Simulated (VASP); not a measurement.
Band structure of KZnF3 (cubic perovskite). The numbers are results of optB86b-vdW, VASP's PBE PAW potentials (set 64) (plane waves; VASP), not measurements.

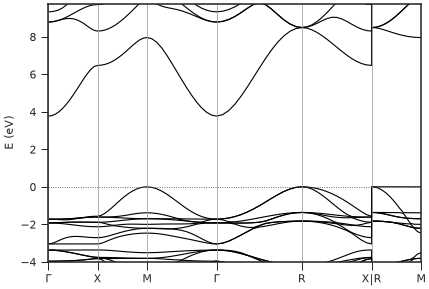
Bands along high-symmetry lines, zero at the valence-band maximum or, without a gap, the Fermi level

Task: Read the plot: is there a gap, and where are the band edges?

Result: The gap is indirect, 3.77 eV, from the valence maximum at R to the conduction minimum at Γ. (Edges off the drawn lines would not show.)

The compound is KZnF3 in the cubic perovskite structure. It was relaxed first.
